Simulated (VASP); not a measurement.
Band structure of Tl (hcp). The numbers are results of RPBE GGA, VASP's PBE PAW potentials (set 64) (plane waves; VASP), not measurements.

Unless said otherwise, spin-orbit coupling is left out, though it shifts the bands of the heavy elements here.

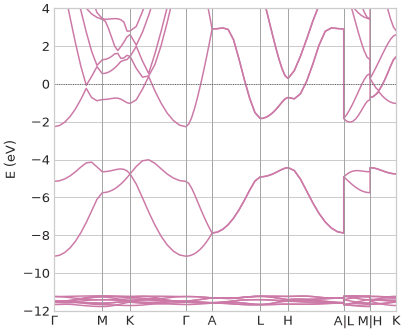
Bands along high-symmetry lines, zero at the valence-band maximum or, without a gap, the Fermi level

Q: Read the plot: is there a gap, and where are the band edges?

A: It has no gap at this level: it comes out as a metal or semimetal. (Edges off the drawn lines would not show.)

The compound is Tl in the hcp structure. It was relaxed first, which changed the volume by +17 %.
